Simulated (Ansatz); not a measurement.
**UMP2/STO-3G run of BSiH4 (SMILES [BH][SiH3])**

Aim: the vertical ionisation energy of BSiH4 at UMP2/STO-3G, from 2 runs. 

The results are computed with Ansatz 0.2.0.

54 further runs of the same task are left out: 1 that didn't finish, 53 set aside as unsound or not needed.

## (1) The molecule

The species is BSiH4 (6 atoms), meant as a doublet with charge 0. As SMILES, `[BH][SiH3]`. The shape is that of a GFN2-xTB optimisation.

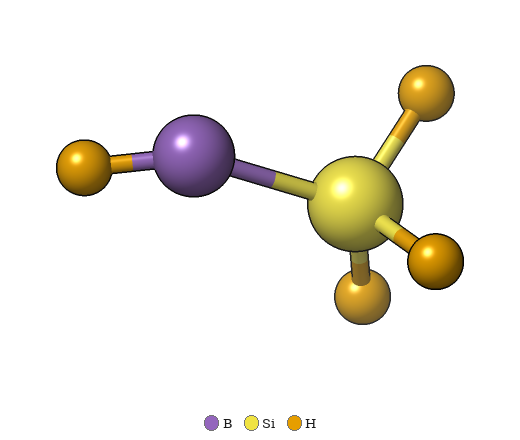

The structure, seen from a chosen angle (boron purple, silicon yellow, hydrogen amber).

## (2) A single-point energy at UMP2/STO-3G

The input, input.yaml:

```yaml
crystal:
  periodic: [false, false, false]
  atoms:
    - {symbol: B, position_ang: [0.938510, -0.830080, 0.651420]}
    - {symbol: Si, position_ang: [-0.268720, 0.378400, -0.198310]}
    - {symbol: H, position_ang: [1.206890, -1.921260, 0.929580]}
    - {symbol: H, position_ang: [-1.511470, -0.138420, -0.820190]}
    - {symbol: H, position_ang: [0.392690, 1.102720, -1.300860]}
    - {symbol: H, position_ang: [-0.757900, 1.408630, 0.738360]}
basis:
  gaussian: {orbitals: STO-3G}
magnetization: {spin_polarized: true, initial_magnetization: 1}
correlation: {method: mp2, frozen_orbitals: {B: 1, H: 0, Si: 5}}
accuracy: high
```

Started as:

```sh
$ ansatz run input.yaml --threads 1 --pin off --max-ram 2610MiB --events-out events.jsonl --progress --plain --runs-dir runs
```

Log:

```text
Warning: RAYON_NUM_THREADS=1 ignored (pool sized by the plan → 1); use --threads N
Functional definition: HF
  name "HF"
  exchange = exact_x
  correlation = 0
311 factors; integrals over basis functions are off by at most 2.2e-8 eV
mean field evaluation 1: about -8493.8439 eV, gradient 9.0e0 eV
mean field evaluation 2: about -8493.8483 eV, gradient 8.9e0 eV
mean field evaluation 4: about -8494.9430 eV, gradient 8.6e-1 eV
mean field evaluation 8: about -8494.9582 eV, gradient 9.4e-3 eV
mean field evaluation 16: about -8494.5798 eV, gradient 1.5e0 eV
mean field -8494.95822456 eV, -312.1839566632 hartree, gradient 9.6e-8 eV, S^2 0.756407; 4 other end points of the search recorded, 0 dependent functions left out
6 core orbitals not correlated: weight in the atoms' cores, before any rotation towards them, 0.999 or more for the frozen orbitals, at most 0.000 for the correlated occupied ones
reference -8494.95822456 eV, -312.1839566632 hartree; 6, 5 occupied and 6, 7 virtual orbitals, 311 factors
second order -1.66176448 eV of doubles, -0.00000000 eV of singles
Total energy: -8496.61998904 eV, -312.2450253814 hartree
```

Run time: 0.24 s. Hardware: 1 thread of Intel Xeon Platinum 8259CL at 2.50GHz (Skylake/Cascade Lake), shared host.

## (3) The singlet cation at the same level

input.yaml: that of step 2 with these lines changed.

```diff
@@ -11,3 +11,3 @@
   gaussian: {orbitals: STO-3G}
-magnetization: {spin_polarized: true, initial_magnetization: 1}
+total_charge: 1
 correlation: {method: mp2, frozen_orbitals: {B: 1, H: 0, Si: 5}}
```

Started as:

```sh
$ ansatz run input.yaml --threads 1 --pin off --max-ram 2610MiB --events-out events.jsonl --progress --plain --runs-dir runs
```

Log:

```text
Warning: RAYON_NUM_THREADS=1 ignored (pool sized by the plan → 1); use --threads N
[... 4 set-up lines as earlier in the session ...]
311 factors; integrals over basis functions are off by at most 2.2e-8 eV
mean field evaluation 1: about -8487.9736 eV, gradient 1.6e1 eV
mean field evaluation 2: about -8487.9627 eV, gradient 1.6e1 eV
mean field evaluation 4: about -8489.1320 eV, gradient 7.7e-1 eV
mean field evaluation 8: about -8489.1352 eV, gradient 8.7e-7 eV
mean field -8489.13521309 eV, -311.9699649385 hartree, gradient 1.8e-8 eV, S^2 0.000000; 0 other end points of the search recorded, 0 dependent functions left out
6 core orbitals not correlated: weight in the atoms' cores, before any rotation towards them, 1.000 or more for the frozen orbitals, at most 0.000 for the correlated occupied ones
reference -8489.13521309 eV, -311.9699649385 hartree; 5, 5 occupied and 7, 7 virtual orbitals, 311 factors
second order -1.90264616 eV of doubles, -0.00000000 eV of singles
Total energy: -8491.03785925 eV, -312.0398858953 hartree
```

Wall time 0.16 s (1 thread of Intel Xeon Platinum 8259CL at 2.50GHz (Skylake/Cascade Lake), shared host).

## (4) Outcome

Level: UMP2/STO-3G, 6 core orbitals frozen.

| quantity | value |
| --- | --- |
| doublet BSiH4: total energy | -312.24503 Eh |
| doublet BSiH4: correlation energy (6 core orbitals frozen) | -61.1 mEh |
| doublet BSiH4: ⟨S²⟩ of the reference determinant | 0.756 |
| singlet cation: total energy | -312.03989 Eh |
| singlet cation: correlation energy (6 core orbitals frozen) | -69.9 mEh |
| vertical ionisation energy (to the singlet cation) | 5.582 eV |

**Reading.** The vertical ionisation energy comes to 5.58 eV (539 kJ/mol). Only the singlet of the ionised species was computed; a triplet could lie lower. In a minimal basis such a difference can be off by several eV, whatever the method.
